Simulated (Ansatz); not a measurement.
# CH6ClNSSi: vertical spin-state energies

A script is to give vertical spin-state energies; the system is CH6ClNSSi.

Program: Ansatz 0.2.0 through its Python package. Level of theory: CAM-B3LYP/6-31G. These are calculated values, not measurements.

### Step 1. Starting point

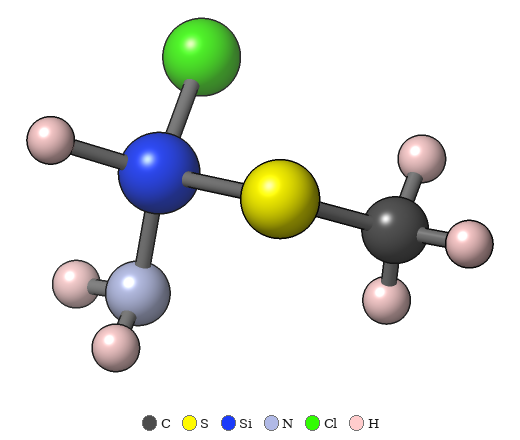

The starting structure, viewed from a chosen angle; carbon dark grey, sulfur yellow, silicon blue, nitrogen light blue, chlorine green, hydrogen pink.

The script holds or builds the structure itself.

### Step 2. The code

The input, spin_ch6clnssi.py:

```python
'''Vertical spin-state energies of CH6ClNSSi.'''

import warnings

import ansatz as az


def main() -> None:
    warnings.simplefilter('ignore', az.DeckWarning)

    geometry_ang = [
        ('C', (-0.4324, 1.3973, -1.2275)),
        ('S', (1.0517, 1.0806, -0.3637)),
        ('Si', (0.4591, -0.3759, 1.0537)),
        ('N', (0.0998, -1.7307, 0.1797)),
        ('Cl', (-1.0499, 0.2554, 2.2076)),
        ('H', (-0.2815, 2.1981, -2.0207)),
        ('H', (-0.8531, 0.5451, -1.7129)),
        ('H', (-1.1929, 1.8741, -0.5675)),
        ('H', (1.633, -0.7592, 1.9609)),
        ('H', (-0.1799, -2.492, 0.8571)),
        ('H', (0.8116, -2.0497, -0.3462)),
    ]
    geometry = az.Crystal.molecule()
    for symbol, xyz in geometry_ang:
        geometry = geometry.atom(symbol, xyz)

    job = (
        geometry.calculation()
        .basis(gaussian='6-31G')
        .functional('CAM-B3LYP')
        .scf(lower_state_search='off')
    )
    found = {}
    for unpaired in [0, 2]:
        r = job.spin('collinear', total=unpaired).run().report
        s = unpaired / 2
        found[unpaired] = r['free_energy_ev']
        print(f'2S+1 = {unpaired + 1}: E = {found[unpaired]:.5f} eV, <S^2> = {abs(r["mean_field"]["state"]["spin_squared"]):.3f} (pure state {s * (s + 1):.2f})')
    lowest = min(found, key=found.get)
    for unpaired, e in found.items():
        print(f'multiplicity {unpaired + 1}: {96.485332 * (e - found[lowest]):.1f} kJ/mol above the lowest')


if __name__ == '__main__':
    main()
```

### Step 3. Launch

Launch:

```sh
$ python spin_ch6clnssi.py
```

**Question.** Which spin state is lowest at this geometry, and how far above lie the others?

As calculated:

| quantity | value |
| --- | --- |
| runs compared | 2 |
| lowest | run 1 (2S+1 = 1) |
| next above it by | 6.290 eV |

**Reading.** In order: multiplicity 1 (+0.00 eV) and multiplicity 3 (+6.29 eV), all at the one geometry. The geometry is a force-field or estimated start, not a minimum of this method, and the basis set is short of its limit. All parts are taken at fixed geometry, without zero-point energy.
